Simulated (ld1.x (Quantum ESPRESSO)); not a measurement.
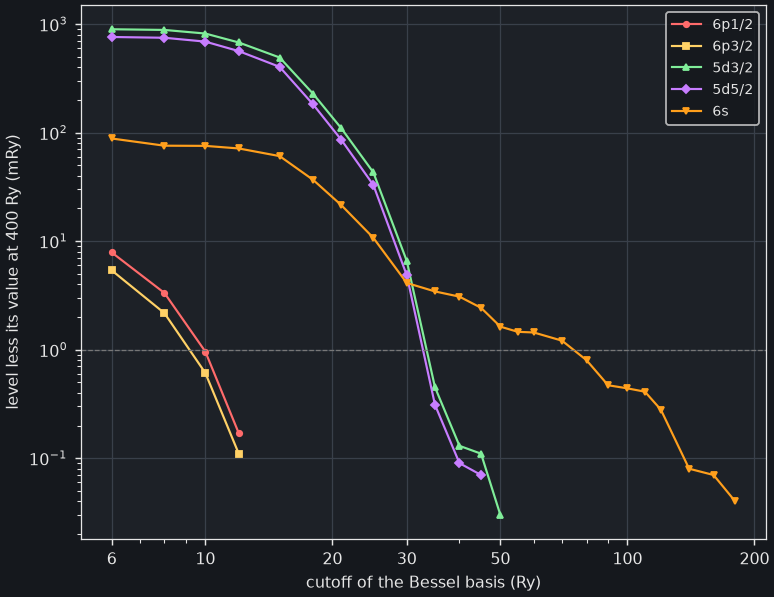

The pseudo-atom Hamiltonian at the reference potential is diagonalised in spherical Bessel functions (20 bohr box) up to the cutoff. Curves: distance of each valence level from its value at 400 Ry.

Mercury (Hg), norm-conserving RRKJ (Kleinman–Bylander form), made with ld1.x (Quantum ESPRESSO) 7.5 (PBEsol, fully relativistic). Core [Xe] 4f14, reference 5d10 6s1.75 6p0.25. Waves: 6p (bound): rc 3.20 bohr; 5d (bound): rc 2.20 bohr; 6s (bound): rc 1.65 bohr. Local part: the s channel. Core correction: Bessel-smoothed model core inside 1.20 bohr. rho0 = 0.001.

> Which occupied shell is the hardest?

6s: its level needs 80 Ry to come within 1 mRy, against 35 Ry for 5d.

> From which cutoff is the occupation-weighted sum of levels good to 10 mRy, and to 1 mRy?

35 Ry and 90 Ry, on the ladder of cutoffs that was run.

> At which cutoff does each level come within 1 mRy for good?

6p1/2: 10 Ry; 6p3/2: 10 Ry; 5d3/2: 35 Ry; 5d5/2: 35 Ry; 6s: 80 Ry.
